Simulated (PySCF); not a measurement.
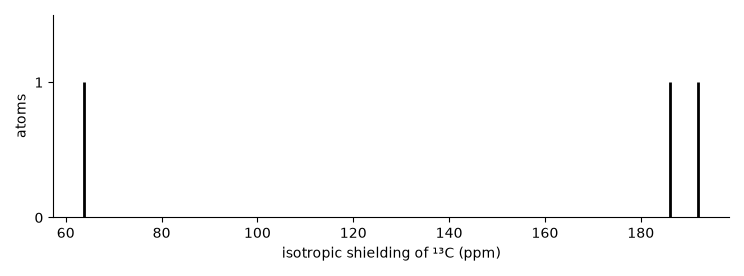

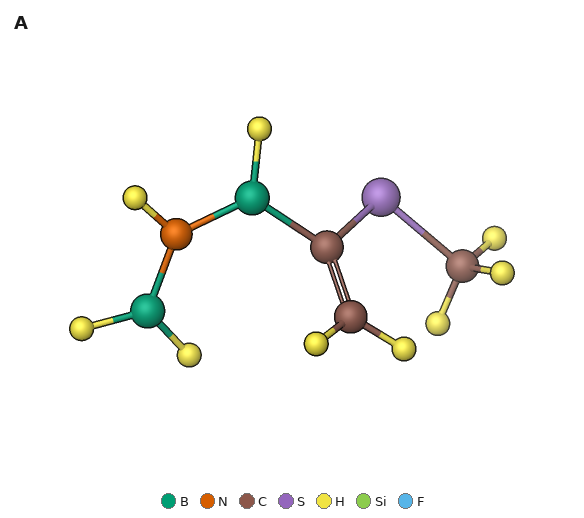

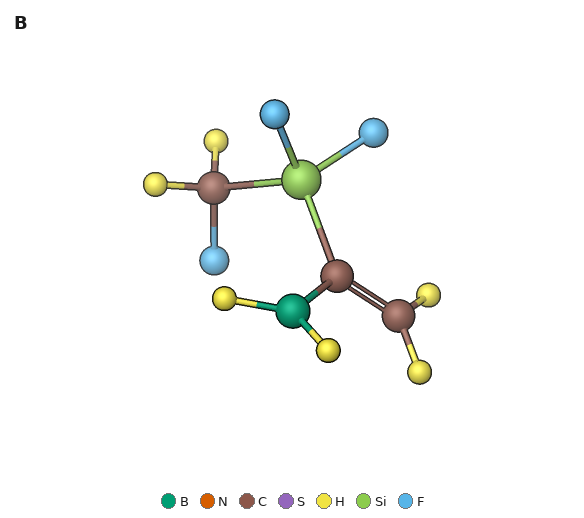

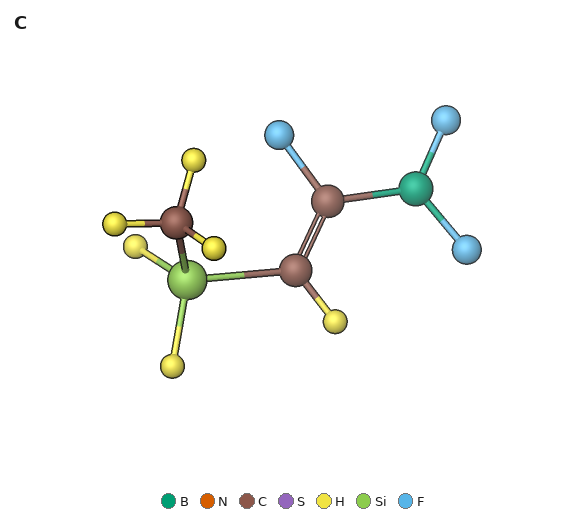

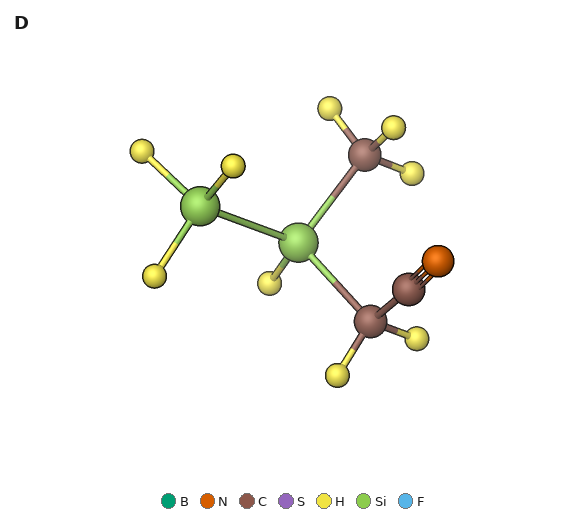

The sticks are computed shieldings of one of the molecules, for one fixed geometry (GFN2-xTB) without averaging over rotations. Low shielding means a high chemical shift. Method: GIAO PBE0/pcSseg-1 NMR shielding, non-relativistic, gas phase (PySCF 2.14.0).

Question: Match the spectrum to a structure.

Answer: D, `C[Si@H]([SiH3])CC#N`. Its 3 C atoms give lines at 63.8, 186.1, 192.0 ppm.

The geometry is semi-empirical. Around B, Si such bond lengths and angles can be off by a tenth of an ångström or more and by several degrees, and values that hang on the shape move with them.
